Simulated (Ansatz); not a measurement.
Molecular dynamics of AlH3ClF

- system: AlH3ClF
- method: RKS PBE0-D4/def2-SVP (Ansatz 0.2.0)

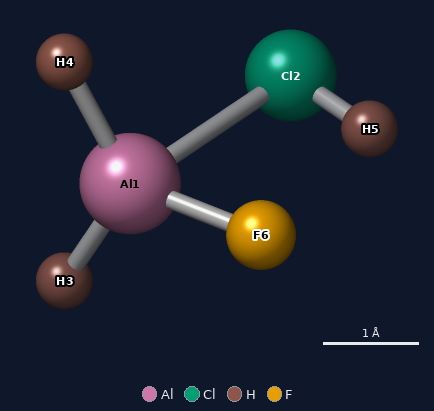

Figure 1. The structure as given in the input (ball-and-stick view, seen at a tilt; atoms are numbered from 1 in the order of the input). Sticks mark near contacts. Bond lengths as drawn: Al–Cl 2.62 Å, Al–F 1.67 Å, Al–H 1.58 Å and Cl–H 1.29 Å.

Outcome:

```tsv
quantity	value
outcome	refused by the program
hardware	2 threads of Intel Xeon, 63 GiB of memory available, shared host
```

Diagnosis:

A setting was made wrong on purpose: misspelt key. The program refused the input: “YAML parse error: error: line 13 column 103: unknown field `temp`, expected one of timestep, n_steps, ensemble, temperature, temperature_schedule, friction, pressure, stress_2d, fix_cell, beads, quantum_up_to, nose_hoover, initial_velocities, initial_site_velocities, seed, constraints, density_extrapolation, masses …”

The input:
```yaml
crystal:
  periodic: [false, false, false]
  atoms:
    - {symbol: Al, position_ang: [-0.777539, -0.246030, -0.037222]}
    - {symbol: Cl, position_ang: [1.436695, 1.057477, -0.549195]}
    - {symbol: H, position_ang: [-0.975728, -1.000283, -1.409275]}
    - {symbol: H, position_ang: [-1.680192, 0.939512, 0.482750]}
    - {symbol: H, position_ang: [1.850872, 0.284834, 0.397060]}
    - {symbol: F, position_ang: [0.145893, -1.035411, 1.115883]}
basis:
  gaussian: {orbitals: def2-SVP}
hamiltonian: {xc: pbe0, dispersion: d4}
md: {n_steps: 30, timestep: 1.0, temperature: 300, ensemble: nvt_langevin, seed: 725, friction: 0.01, temp: 10, initial_velocities: maxwell_boltzmann}
```

Launch command:
```bash
ansatz run in.yaml --threads 2 --pin off --events-out ev --progress --plain --max-ram 4352MiB
```

What the program printed:
```
Error: YAML parse error: error: line 13 column 103: unknown field `temp`, expected one of timestep, n_steps, ensemble, temperature, temperature_schedule, friction, pressure, stress_2d, fix_cell, beads, quantum_up_to, nose_hoover, initial_velocities, initial_site_velocities, seed, constraints, density_extrapolation, masses
  --> <input>:13:66
   |
11 | …
12 | …}
13 | …rature: 300, ensemble: nvt_langevin, seed: 725, friction: 0.01, temp: 10, initial_velocities: maxwell_boltzmann}
   |                                                                  ^ unknown field `temp`, expected one of timestep, n_steps, ensemble, temperature, temperature_schedule, friction, pressure, stress_2d, fix_cell, beads, quantum_up_to, nose_hoover, initial_velocities, initial_site_velocities, seed, constraints, density_extrapolation, masses
```
